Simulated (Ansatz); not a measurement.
Consider GaN in the zinc blende structure (space group F-43m, No. 216; a = 4.498 Å).

One thing is altered: an isotropic linear strain of −0.79 %, atoms relaxed at fixed cell.

All numbers come from Ansatz (a quantum-chemistry and plane-wave program) PBEsol, no spin-orbit coupling.

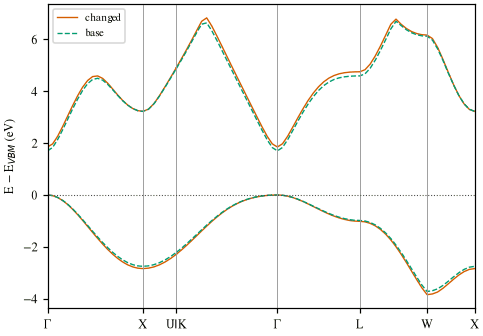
Figure. Highest valence and lowest conduction band along the path, each from its own valence-band maximum

The gap is 1.85 eV, direct at Γ; the base has 1.70 eV.

Stability against distortions was not tested. This is not the structure that GaN has at room temperature and ambient pressure.
